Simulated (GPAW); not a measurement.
# STM contrast on a 8-layer slab of W(100), part 2 of 2

Wanted: filled- and empty-state images of a 8-layer slab of W(100), with its work function.

GPAW 26.7.0; GPAW, PAW setups; slab in vacuum, relaxation (the session's first sound run).

So far, upper work function (eV): step 2 (relaxation) 4.12.

**3. The slab's potential (continued)**

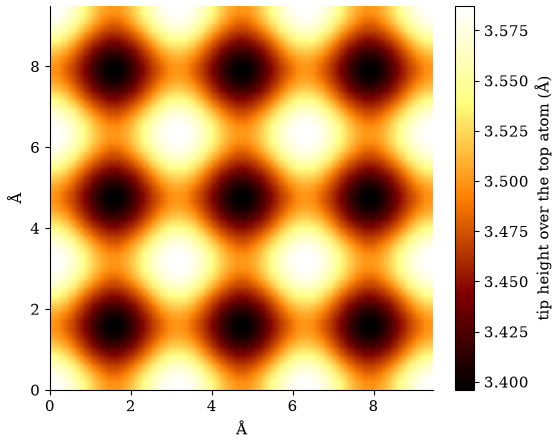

Tip height over the top atom over a1 and a2. Sample bias 1.5 V, constant current at the mean current 3.5 Å over the top atom. The cell is repeated, with its origin at the lower left corner.

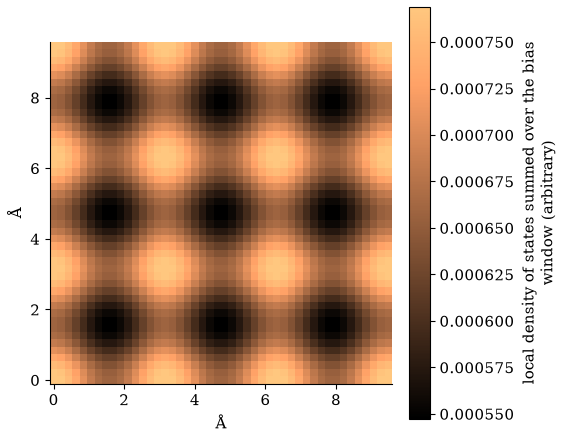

Local density of states summed over the bias window over a1 and a2. Sample bias 1.5 V, constant height 3.5 Å over the top atom. The cell is repeated, with its origin at the lower left corner.

Force by atom:

```csv
atom,x (eV/Å),y (eV/Å),z (eV/Å),size
W1,0.00,0.00,1.37,1.37
W2,0.00,0.00,-1.71,1.71
W3,0.00,0.00,0.09,0.09
W4,0.00,0.00,0.20,0.20
W5,0.00,0.00,-0.01,0.01
W6,0.00,0.00,0.02,0.02
W7,0.00,0.00,0.02,0.02
W8,0.00,0.00,0.02,0.02
```

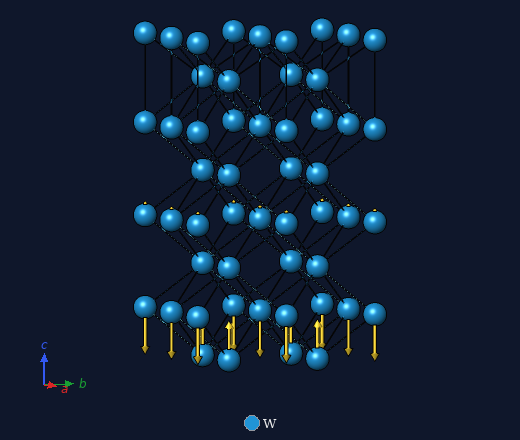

Force as arrows, the longest 1.71 eV/Å. 2×2×1 cells are drawn. Some periodic images of atoms are drawn too.

The potential is flat to 8.2e-5 eV/Å where it is read, so the vacuum is wide enough.

**4. A changed run**

One more run, with changed settings.

run.py

```python
import json
import numpy as np
from ase import Atoms
from gpaw import GPAW, PW

slab = Atoms(
    ['W', 'W', 'W', 'W', 'W', 'W', 'W', 'W'],
    positions=[
        [1.58000, 1.58000, 9.00000],
        [0.00000, 0.00000, 10.58000],
        [1.58000, 1.58000, 12.16000],
        [0.00000, 0.00000, 13.74000],
        [1.58000, 1.58000, 15.34159],
        [0.00000, -0.00000, 16.92062],
        [1.58000, 1.58000, 18.55744],
        [0.00000, 0.00000, 19.98248]],
    cell=[[3.16, 0.0, 0.0], [0.0, 3.16, 0.0], [0.0, 0.0, 29.06]],
    pbc=[True, True, False])

slab.calc = GPAW(mode=PW(400), xc='PBE', kpts={'size': (10, 10, 1), 'gamma': True},
                 occupations={'name': 'fermi-dirac', 'width': 0.1}, nbands='160%',
                 convergence={'density': 1e-05}, maxiter=50,
                 poissonsolver={'dipolelayer': 'xy'},
                 symmetry={'tolerance': 1e-3}, txt='slab.txt')
result = {}
energy = slab.get_potential_energy()
fermi = slab.calc.get_fermi_level()
v = slab.calc.get_electrostatic_potential().mean((0, 1)) - fermi
n = slab.calc.get_pseudo_density().mean((0, 1))
L = slab.cell[2, 2]
z = np.arange(len(v)) * L / len(v)
low, high = slab.positions[:, 2].min(), slab.positions[:, 2].max()
below, above = np.interp([low - 1.0, high + 1.0], z, v)
slopes = [np.interp(x, z, np.gradient(v, z)) for x in (low - 1.0, high + 1.0)]
eps = np.array([[slab.calc.get_eigenvalues(k, s) for k in range(len(slab.calc.get_ibz_k_points()))]
                for s in range(slab.calc.get_number_of_spins())]) - fermi
top, bottom = eps[eps < 0].max(), eps[eps > 0].min()
dipole = slab.get_dipole_moment()[2]
print(f'energy {energy:.4f} eV, Fermi level {fermi:.4f} eV, dipole {dipole:.5f} e A')
print(f'potential 1.0 A off the faces, from the Fermi level: lower {below:.4f} eV, upper {above:.4f} eV')
print(f'slope of the potential there: lower {slopes[0]:.5f}, upper {slopes[1]:.5f} eV/A')
print(f'nearest levels on the mesh: {top:.4f} and {bottom:.4f} eV')
print('magnetic moment', round(slab.get_magnetic_moment(), 3))
result.update(energy=energy, fermi=fermi, dipole=dipole, below=below, above=above, slopes=slopes, edges=[top, bottom],
              z=z.tolist(), v=v.tolist(), n=n.tolist(), positions=slab.positions.tolist(),
              forces=slab.get_forces(apply_constraint=False).tolist(), moments=slab.get_magnetic_moments().tolist())
json.dump(result, open('result.json', 'w'))
```

The run is started by

```console
OMP_NUM_THREADS=1 OPENBLAS_NUM_THREADS=1 python run.py
```

Output:

```text
energy -87.3545 eV, Fermi level 4.0673 eV, dipole 0.00491 e A
potential 1.0 A off the faces, from the Fermi level: lower -0.5067 eV, upper -0.4604 eV
slope of the potential there: lower -10.56474, upper 10.39063 eV/A
nearest levels on the mesh: -0.0077 and 0.0162 eV
magnetic moment 0.0
```

The job ended after 5.9 min (1 thread of Intel Xeon Platinum 8488C (Sapphire Rapids), shared host; peak memory 0.39 GiB).

The run finished. A setting was moved off its sound value on purpose, so it serves as a test and not as the result.

The fault put into the input: the potential probed 1 A off the face (probe = 1.0).

**5. What came out**

```
work function, upper and lower face : 4.120 and 4.204 eV
dipole along the normal             : 0.00491 e Å
corrugation at -2 V                 : 0.0177 Å
corrugation at -1 V                 : 0.0301 Å
corrugation at 1.5 V                : 0.194 Å
```

**Reading.** The corrugation at constant current is largest at 1.5 V, where the tip height varies by 0.19 Å over the cell. Negative sample bias images filled states, positive bias empty ones. The two faces differ by 0.085 eV, the step that the slab's dipole makes (e p/(ε0 A) gives 0.089 eV), so the dipole layer is needed. The lowest atoms were held at bulk positions, which alone makes the faces unlike. The measured value for this face is 4.65 eV (as compiled in "Anisotropic work function of elemental crystals", 2019, arxiv:1902.07811); the relaxed upper face lies 0.53 eV under it with PBE. Measured work functions scatter by a tenth of an eV or more between methods. The clean face reconstructs (W and Mo (100) only when cold), while this slab is an unreconstructed 1×1 cell, so the two are not the same surface. The images are of Tersoff-Hamann type: an s-wave tip, no tip-sample forces, heights closer than in a microscope. The in-plane lattice was kept as typed, which isn't the functional's own and leaves some strain; spin-orbit coupling and temperature are left out.

[Logs are printed without paths, hosts, clocks, repeated set-up lines and the standing remarks that a program may print on its own settings, such as how far it seeks lower states.]

[Hosts, paths, dates, database ids (printed as entryN), source tags and the programs' standing remarks are cut or masked in the printed files.]
